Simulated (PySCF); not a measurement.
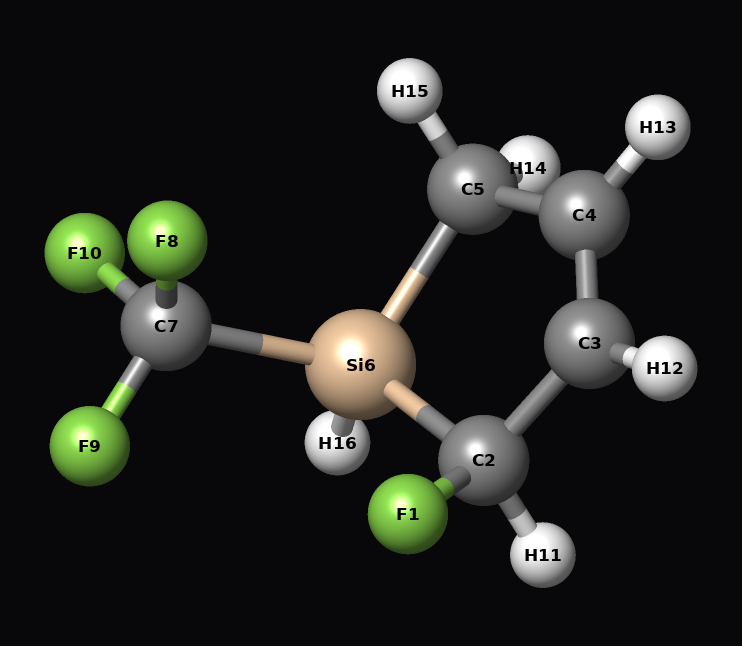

Every bond is drawn as one stick. The geometry was computed by an optimisation with GFN2-xTB. No frequency run is at hand to confirm it as a minimum. Level of theory: PBE0/pcSseg-1 (PySCF 2.14.0).

List the Mayer bond orders of F1–C2, C2–C3, C2–Si6, C3–C4, C4–C5, C5–Si6, Si6–C7, C7–F8, C7–F9, C7–F10 (bonds between heavy atoms, one of each equivalent set).

```json
{"bond": "F1–C2", "Mayer order": "0.83", "length (Å)": "1.387"}
{"bond": "C2–C3", "Mayer order": "1.04", "length (Å)": "1.503"}
{"bond": "C2–Si6", "Mayer order": "0.84", "length (Å)": "1.929"}
{"bond": "C3–C4", "Mayer order": "1.88", "length (Å)": "1.322"}
{"bond": "C4–C5", "Mayer order": "1.05", "length (Å)": "1.505"}
{"bond": "C5–Si6", "Mayer order": "0.91", "length (Å)": "1.905"}
{"bond": "Si6–C7", "Mayer order": "0.81", "length (Å)": "1.951"}
{"bond": "C7–F8", "Mayer order": "0.95", "length (Å)": "1.343"}
{"bond": "C7–F9", "Mayer order": "0.98", "length (Å)": "1.341"}
{"bond": "C7–F10", "Mayer order": "0.95", "length (Å)": "1.354"}
```

The geometry is semi-empirical. Around Si such bond lengths and angles can be off by a tenth of an ångström or more and by several degrees, and values that hang on the shape move with them.
